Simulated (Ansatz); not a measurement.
# CH5FGeSi: a ladder of functionals and wavefunction methods

Aim: compute CH5FGeSi with functionals from several rungs and with coupled cluster, and see how far each lands from CCSD(T) at the basis-set limit for the atomisation energy.

Computed with Ansatz 0.2.0, Gaussian basis. Level: functionals in def2-TZVPP, the program's frozen cores in correlated methods.

The runs, in order: PBE-D4, r2SCAN-D4, PBE0-D4, B3LYP-D4, ωB97X-V, ωB97M-V, B2PLYP; CCSD(T)/def2-TZVPP; MP2/def2-QZVPP; extrapolation to the limit.

## (1) The geometry

All runs share one geometry, relaxed beforehand with PBE0-D4 in a triple-zeta def2 set.

SMILES `F[SiH]1[CH2][GeH2]1`, 9 atoms, charge 0, spin multiplicity 1.

Atoms are counted from 1 here; the program's logs count them from 0.

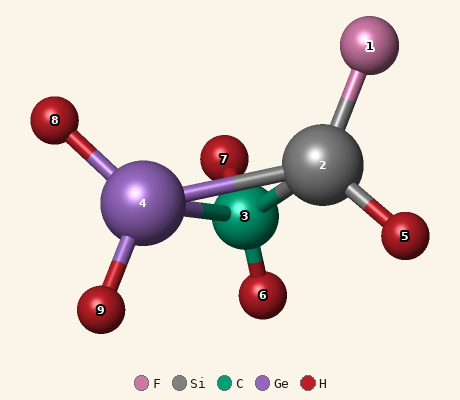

The structure; fluorine pink, silicon grey, carbon teal, germanium purple, hydrogen red; atoms are numbered from 1 in the order of the file.

## (2) PBE-D4 (GGA)

in.yaml reads:

```yaml
crystal:
  periodic: [false, false, false]
  atoms:
    - {symbol: F, position_ang: [-0.688477, -0.066006, -2.415352]}
    - {symbol: Si, position_ang: [-0.513854, 0.563085, -0.957235]}
    - {symbol: C, position_ang: [1.011383, 0.130311, -0.007096]}
    - {symbol: Ge, position_ang: [-0.590000, -0.671453, 0.968580]}
    - {symbol: H, position_ang: [-0.933357, 1.981777, -0.994922]}
    - {symbol: H, position_ang: [1.590260, 0.913160, 0.477028]}
    - {symbol: H, position_ang: [1.653333, -0.649807, -0.413334]}
    - {symbol: H, position_ang: [-0.532146, -2.199002, 0.995406]}
    - {symbol: H, position_ang: [-0.908542, -0.048363, 2.329825]}
basis:
  gaussian: {orbitals: def2-TZVPP}
hamiltonian: {xc: pbe, dispersion: d4}
output: {forces: true, orbitals: {seedname: orbitals}}
```

Started as:

```console
> ansatz run in.yaml --threads 4 --pin off --events-out ev --progress --plain --max-ram 10444MiB
```

Further steps of the session: r2SCAN-D4 (meta-GGA); PBE0-D4 (hybrid); B3LYP-D4 (hybrid); ωB97X-V (range-separated); ωB97M-V (range-separated); B2PLYP (double hybrid); CCSD(T) in def2-TZVPP; MP2 in def2-QZVPP.

**Question.** What will the summary of the whole plan be? Wanted: atomisation energy, CCSD(T)/CBS; farthest; mean size of error, hybrid; mean size of error, range-separated; gap, smallest and largest; T1 diagnostic; triples share of the correlation energy.

The runs gave:

```
                               quantity                                 value
        atomisation energy, CCSD(T)/CBS                         2996.7 kJ/mol
 functionals within 30.0 kJ/mol (1.0 %)   PBE-D4, r2SCAN-D4, ωB97X-V, ωB97M-V
                               farthest                 B2PLYP (-57.5 kJ/mol)
             mean size of error, hybrid                           33.9 kJ/mol
    mean size of error, range-separated                           12.1 kJ/mol
              gap, smallest and largest  4.47 eV (PBE-D4), 10.65 eV (ωB97X-V)
                          T1 diagnostic                                0.0122
triples share of the correlation energy                                 3.6 %
```

What this shows: PBE-D4 misses by +7.2 kJ/mol. Double hybrids carry the basis error of their MP2 part in triple zeta, and no dispersion term here, so their miss is partly the set-up's. Misses under about 30.0 kJ/mol are within the doubt on the reference itself, which lacks core-valence correlation, relativity and higher excitations, and its outer-core shells are covered unevenly. Hartree-Fock recovers 73 % of the binding; the rest is correlation. Orbital gaps span 4.5 to 10.7 eV; exact exchange widens them. Correlated methods include outer-core shells of Ge, which these sets cover unevenly.
